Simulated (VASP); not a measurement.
Band structure of BaF2 (space group Fm-3m). Computed with PBE GGA, VASP's PBE PAW potentials (set 64) (plane waves; VASP).

Unless said otherwise, spin-orbit coupling is left out, though it shifts the bands of the heavy elements here.

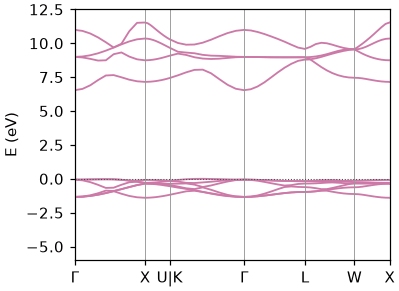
*Bands along high-symmetry lines, zero at the valence-band maximum or, without a gap, the Fermi level*

Read the plot: is there a gap, and where are the band edges?

The gap is indirect, 6.54 eV, from the valence maximum at K-Γ at 0.44 to the conduction minimum at Γ.

The structure comes from a computed database's BaF2 entry; how it stands against other phases isn't given here. The cell was not relaxed at this level.
